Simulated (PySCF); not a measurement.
C$_{8}$H$_{5}$S (charge −1)

```xyz
14

C     3.3245   -0.6103    0.2682
C     2.1435   -0.3929    0.1698
C     0.7646   -0.1398    0.0577
C     0.2940    1.1010   -0.3982
C    -1.0497    1.3456   -0.5051
C    -2.0063    0.3674   -0.1635
S    -3.6723    0.6713   -0.3013
C    -1.5201   -0.8742    0.2957
C    -0.1770   -1.1214    0.4024
H     4.3535   -0.7994    0.3549
H     1.0123    1.8692   -0.6668
H    -1.4037    2.3059   -0.8580
H    -2.2388   -1.6376    0.5656
H     0.1750   -2.0851    0.7566
```

Geometry: GFN2-xTB.

Level of theory: PBE0/pcSseg-1, SCF density, gas phase, non-relativistic in PySCF.

Q: Predict the electron density and electron localisation function between the atoms.

A: C–C (1.20 Å): ρ is about 2.7 e/Å³ halfway; the ELF peaks at about 0.85 between the atoms (a short, multiple covalent bond).
C–S (1.70 Å): ρ is about 1.4 e/Å³ halfway; the ELF peaks at about 0.90 between the atoms: a covalent bond.
C–H (1.05 Å): ρ at the midpoint is about 2.1 e/Å³; the ELF climbs to about 1 towards the hydrogen, as it does in any bond to H (an ordinary covalent bond to hydrogen).
C–C (1.37 Å): ρ at the midpoint is about 2.1 e/Å³; the ELF peaks at about 0.95 between the atoms: localised, covalent bonding.

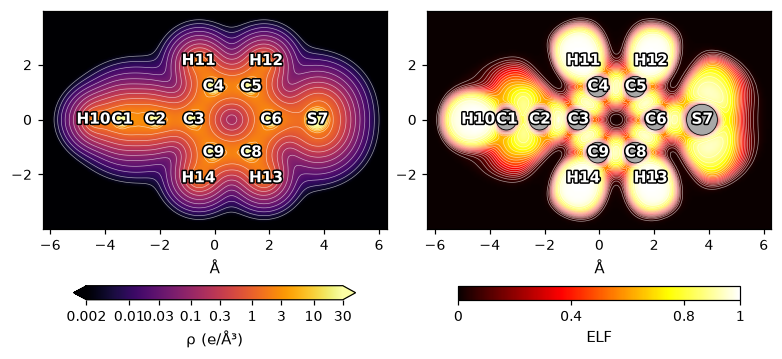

Computed electron density and electron localisation function on the molecular plane, in this order. Grey discs cover the atomic cores in the ELF map. 
